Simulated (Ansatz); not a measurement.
# C2H7B (SMILES BCC): r2SCAN0/cc-pVDZ

Aim: the electronic atomisation energy of C2H7B at r2SCAN0/cc-pVDZ, from 4 runs. 

Program for the calculation: Ansatz 0.2.0.

47 further runs of the same task are left out: 47 set aside as unsound or not needed. Runs told in other sessions of the task aren't counted.

### 1 The structure to begin with

C2H7B has 10 atoms, charge 0, and is taken as a singlet. SMILES: `BCC`. The shape is that of a PBE0-D4/def2-TZVP optimisation.

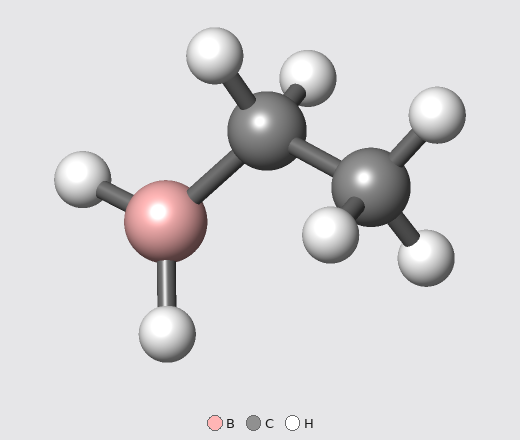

Viewed from a chosen angle; boron pink, carbon grey, hydrogen white.

### 2 The energy at r2SCAN0/cc-pVDZ

Contents of molecule.yaml:

```yaml
crystal:
  periodic: [false, false, false]
  atoms:
    - {symbol: B, position_ang: [-0.923200, 0.854800, -0.729500]}
    - {symbol: C, position_ang: [0.421700, 0.293700, -0.199000]}
    - {symbol: C, position_ang: [0.384700, -0.913600, 0.727600]}
    - {symbol: H, position_ang: [-1.979600, 0.366600, -0.436300]}
    - {symbol: H, position_ang: [-0.919600, 1.807100, -1.458300]}
    - {symbol: H, position_ang: [0.950700, 1.138100, 0.271400]}
    - {symbol: H, position_ang: [1.046800, 0.094100, -1.084500]}
    - {symbol: H, position_ang: [1.384300, -1.226700, 1.039300]}
    - {symbol: H, position_ang: [-0.190300, -0.697600, 1.631400]}
    - {symbol: H, position_ang: [-0.092300, -1.767800, 0.240900]}
basis:
  gaussian: {orbitals: cc-pVDZ}
total_charge: 0
hamiltonian: {xc: {name: r2SCAN0}}
accuracy: high
output: {orbitals: {seedname: orbitals}}
```

Launch:

```console
$ ansatz run molecule.yaml --threads 1 --pin off --max-ram 2610MiB --events-out events.jsonl --progress --plain --runs-dir runs
```

Output:

```text
Warning: RAYON_NUM_THREADS=1 ignored (pool sized by the plan → 1); use --threads N
Functional definition: r2SCAN0
  name "r2SCAN0"
  parameter a = 0.25
  parameter k0 = 0.174
  parameter k1 = 0.065
  parameter a1 = 4.9479
  exchange = (1 - a)*r2scan_x(k0 = k0, k1 = k1, a1 = a1) + a*exact_x
  correlation = r2scan_c
1881 factors; integrals over basis functions are off by at most 3.1e-9 eV
mean field evaluation 1: about -2857.3701 eV, gradient 4.2e1 eV
mean field evaluation 2: about -2857.1399 eV, gradient 4.3e1 eV
mean field evaluation 4: about -2861.8489 eV, gradient 5.8e-1 eV
mean field evaluation 8: about -2861.8521 eV, gradient 1.2e-2 eV
mean field evaluation 16: about -2861.8521 eV, gradient 1.3e-7 eV
mean field -2861.85209822 eV, -105.1711247766 hartree, gradient 2.8e-8 eV, S^2 0.000000; 0 other end points of the search recorded, 0 dependent functions left out
reference -2861.85209882 eV, -105.1711247987 hartree; 12, 12 occupied and 65, 65 virtual orbitals, 1881 factors
Total energy: -2861.85209882 eV, -105.1711247987 hartree
```

Wall time 7.8 s (1 thread of Arm Neoverse V1, shared host); peak memory 0.26 GiB.

### 3 The B atom, same level

Contents of in.yaml:

```yaml
crystal:
  periodic: [false, false, false]
  atoms:
    - {symbol: B, position_ang: [0.000000, 0.000000, 0.000000]}
basis:
  gaussian:
    orbitals: cc-pVDZ
magnetization:
  spin_polarized: true
  initial_magnetization: 1
hamiltonian:
  xc: {name: r2SCAN0}
accuracy: high
```

Run the same way, it converges to -24.63655 Eh (log not shown).

### 4 The C atom, same level

Contents of in.yaml:

```yaml
crystal:
  periodic: [false, false, false]
  atoms:
    - {symbol: C, position_ang: [0.000000, 0.000000, 0.000000]}
basis:
  gaussian:
    orbitals: cc-pVDZ
magnetization:
  spin_polarized: true
  initial_magnetization: 2
hamiltonian:
  xc: {name: r2SCAN0}
accuracy: high
```

Run the same way, it converges to -37.82786 Eh (log not shown).

### 5 The H atom, same level

Contents of run.yaml:

```yaml
crystal:
  periodic: [false, false, false]
  atoms:
    - {symbol: H, position_ang: [0.000000, 0.000000, 0.000000]}
basis:
  gaussian: {orbitals: cc-pVDZ}
accuracy: high
magnetization: {spin_polarized: true, initial_magnetization: 1}
hamiltonian: {xc: {name: r2SCAN0}}
```

Run the same way, it converges to -0.49923 Eh (log not shown).

### 6 Summary of results

Level: r2SCAN0/cc-pVDZ.

| quantity | value |
| --- | --- |
| molecule: total energy | -105.17112 Eh |
| molecule: HOMO energy | -8.91 eV |
| molecule: LUMO energy | -0.88 eV |
| molecule: HOMO–LUMO gap | 8.02 eV |
| B atom: total energy | -24.63655 Eh |
| B atom: ⟨S²⟩ | 0.756 |
| C atom: total energy | -37.82786 Eh |
| C atom: ⟨S²⟩ | 2.005 |
| H atom: total energy | -0.49923 Eh |
| H atom: ⟨S²⟩ | 0.750 |
| electronic atomisation energy | 37.668 eV |

In words: Taking the molecule apart into free atoms costs 37.67 eV (869 kcal/mol), before zero-point energy and without spin-orbit coupling.
